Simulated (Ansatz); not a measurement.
H₂OPSi (SMILES O[SiH]=[P]) (doublet)

Input file:

```
crystal:
  periodic: [false, false, false]
  atoms:
    - symbol: O
      position_ang: [-0.953729, 0.604793, 1.032328]
    - symbol: P
      position_ang: [1.749420, 0.394903, -0.858962]
    - symbol: Si
      position_ang: [-0.033984, -0.257581, -0.027353]
    - symbol: H
      position_ang: [-1.769654, 0.226881, 1.370518]
    - symbol: H
      position_ang: [-0.658455, -1.575926, -0.309659]
basis:
  gaussian: {orbitals: def2-TZVPD}
total_charge: 0
magnetization: {spin_polarized: true, initial_magnetization: 1}
hamiltonian: {xc: {name: PBE0}}
output: {forces: true, orbitals: {seedname: orbitals}}
```

Launched as:

```sh
ansatz run input.yaml --threads 2 --pin off --max-ram 4350MiB --events-out events.jsonl --progress --plain --runs-dir runs
```

Geometry: B3LYP-D3(BJ)/6-311G**.

Theory: Ansatz 0.2.0, isolated molecule in a Gaussian basis; Kohn-Sham density functional theory, functional PBE0.

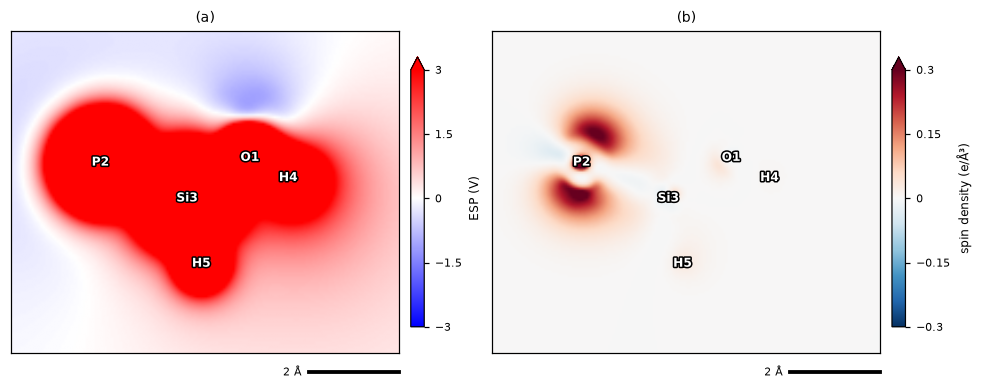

Figure 1. (a) electrostatic potential; (b) spin density (α minus β) on the molecular plane.

Read the bonding off the picture.

- The plane passes through O, P, Si and H nuclei.
- The unpaired spin (1 electron) lies mostly on P2 (about 0.9) and Si3 (about 0.1), in electrons by Hirshfeld's partition.
- Outside the dense part of the molecule the potential is most negative (−1.1 V) near O1.

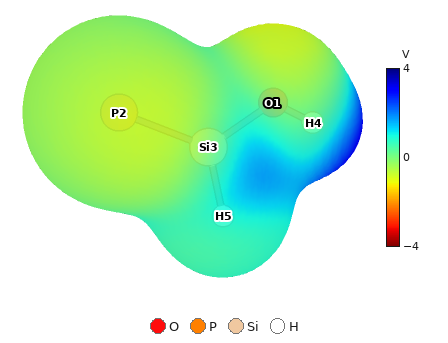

Figure 2. The electrostatic potential painted on the density surface at 0.002 e/bohr³, seen at a tilt; red is negative and blue positive.

Which sites attract a positive test charge, and which a negative one?

A positive charge is drawn to the negative regions and a negative charge to the positive ones. The most negative region (about −0.9 V) lies over O1, the most positive (about +3.2 V) over H4.

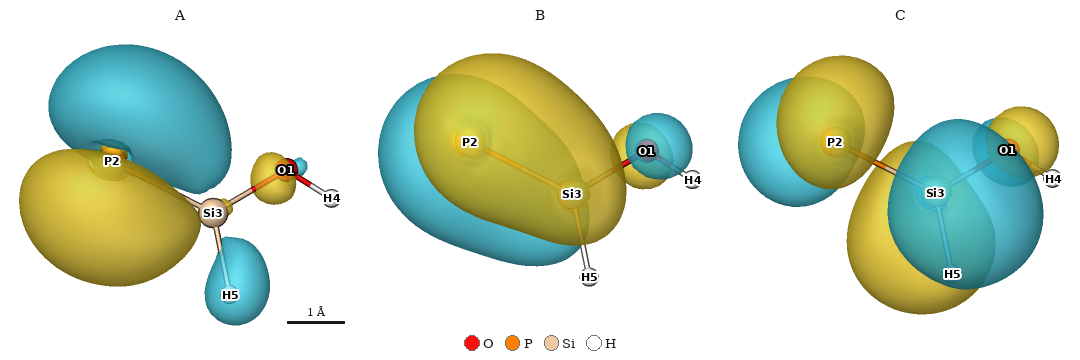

Figure 3. Three frontier orbitals at ±0.08 Å⁻³ᐟ² (yellow and cyan are the two phases), in no order.

Order the three orbitals by energy and name them. All are α orbitals.

A is the HOMO−1 (α) (−7.12 eV). Its weight (Hirshfeld) is mainly on P2 (about 80 %) and Si3 (about 15 %); it is symmetric in the molecular plane (an in-plane orbital: σ, lone-pair or in-plane π type); largely a lone pair of P2. B is the HOMO (α) (−6.63 eV). Its weight (Hirshfeld) is mainly on P2 (about 70 %) and Si3 (about 25 %); it changes sign across the molecular plane (π type); π-bonding across P2–Si3. C is the LUMO (α) (−1.49 eV). It lies mainly on Si3 (about 55 %), P2 (about 30 %), O1 (about 5 %) and H5 (about 5 %); it changes sign across the molecular plane (π type); π-antibonding (a node) across P2–Si3.

What is the gap between the highest occupied and lowest empty α orbitals?

5.14 eV between the orbital energies.
